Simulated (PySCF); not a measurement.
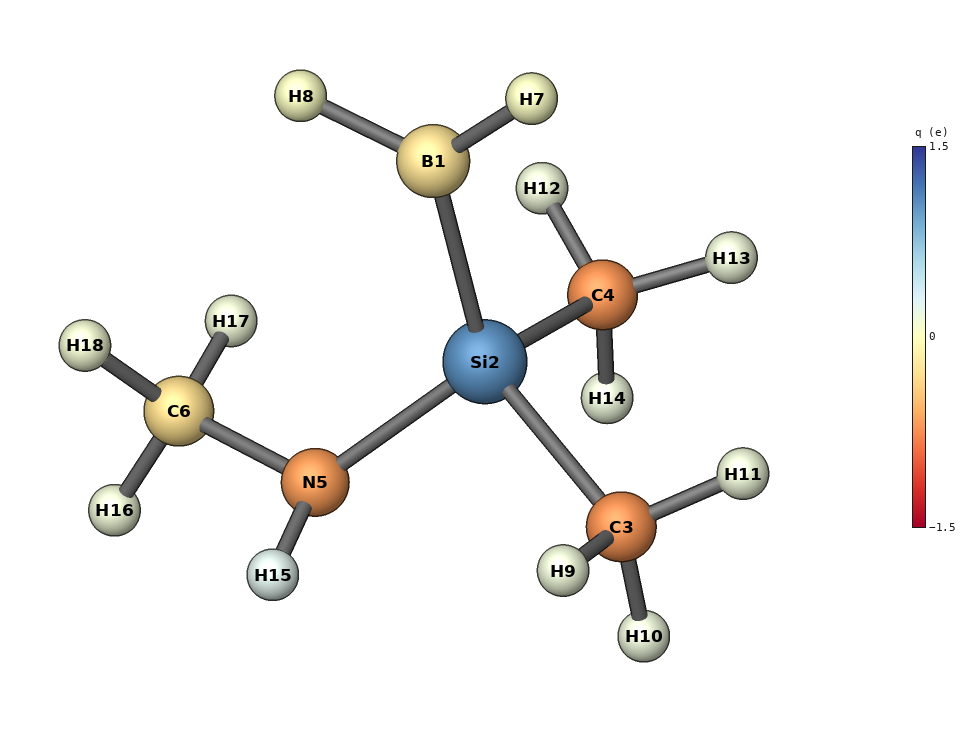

Atoms are coloured by their IAO charges. Computed geometry: GFN2-xTB optimisation. No frequency run is at hand to confirm it as a minimum. Method: PBE0/pcSseg-1, gas phase (PySCF 2.14.0).

Question: Which atom carries the highest charge (most positive or least negative)?

Answer: Si2 (1.03 e).

Question: And the lowest?

Answer: C3, C4 (−0.71 e).

List the IAO charges.

```
atom  value (e)
  B1      −0.25
 Si2       1.03
  C3      −0.71
  C4      −0.71
  N5      −0.67
  C6      −0.30
  H7       0.03
  H8       0.03
  H9       0.15
 H10       0.16
 H11       0.15
 H12       0.14
 H13       0.15
 H14       0.16
 H15       0.25
 H16       0.14
 H17       0.14
 H18       0.12
```

The geometry is semi-empirical. Around B, Si such bond lengths and angles can be off by a tenth of an ångström or more and by several degrees, and values that hang on the shape move with them.
